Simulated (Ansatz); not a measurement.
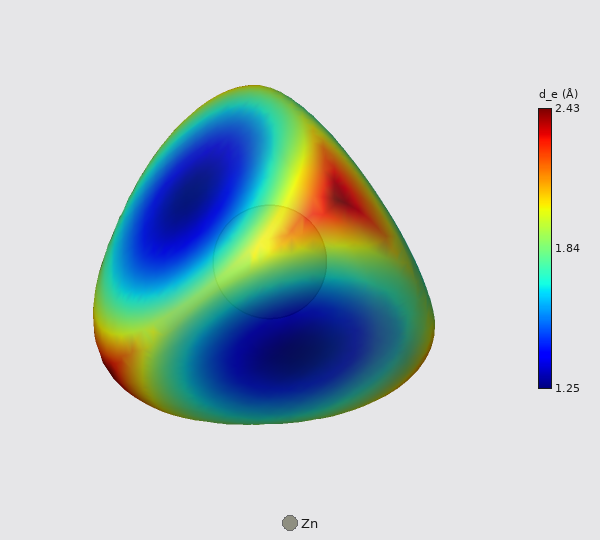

Hirshfeld surface computed for one Zn atom in ZnS (P6_3mc, No. 186), coloured by d_e.

The surface is where the fragment's share of the procrystal density (the sum of the densities of spherically averaged neutral Hartree-Fock atoms) equals one half. d_i and d_e are the distances from the surface to the nearest nucleus inside and outside.

Origin of the cell: coordinates from a relaxation with DFT, r2SCAN, plane waves, PAW (Ansatz).

```cif
data_structure
_symmetry_space_group_name_H-M 'P 1'
_symmetry_Int_Tables_number 1
_cell_length_a 3.8089
_cell_length_b 3.8089
_cell_length_c 24.9099
_cell_angle_alpha 90.000
_cell_angle_beta 90.000
_cell_angle_gamma 120.000
_cell_volume 312.96
loop_
_atom_site_label
_atom_site_type_symbol
_atom_site_fract_x
_atom_site_fract_y
_atom_site_fract_z
_atom_site_occupancy
Zn1 Zn 0.33333 0.66667 0.75004 1
Zn2 Zn 0.33333 0.66667 0.12494 1
Zn3 Zn 0.00000 0.00000 0.00004 1
Zn4 Zn 0.66667 0.33333 0.87516 1
Zn5 Zn 0.66667 0.33333 0.25004 1
Zn6 Zn 0.33333 0.66667 0.37516 1
Zn7 Zn 0.00000 0.00000 0.50004 1
Zn8 Zn 0.66667 0.33333 0.62494 1
S1 S 0.00000 0.00000 0.59372 1
S2 S 0.66667 0.33333 0.96881 1
S3 S 0.33333 0.66667 0.21861 1
S4 S 0.66667 0.33333 0.34388 1
S5 S 0.33333 0.66667 0.84388 1
S6 S 0.33333 0.66667 0.46881 1
S7 S 0.66667 0.33333 0.71861 1
S8 S 0.00000 0.00000 0.09372 1
```

What is the shortest distance from the fragment to an atom outside it?

Answer. Zn–S, 2.33 Å.

How is the surface shared among contacts (nearest atom inside ··· nearest atom outside)?

Answer. Zn···S 100 %. The surface faces 4 neighbours with more than 2 % of its area each: 4 S.

Give the size and shape of the surface.

Answer. It encloses about 12.4 Å³, has an area of about 29 Å² and a globularity of 0.88 (1 for a sphere).
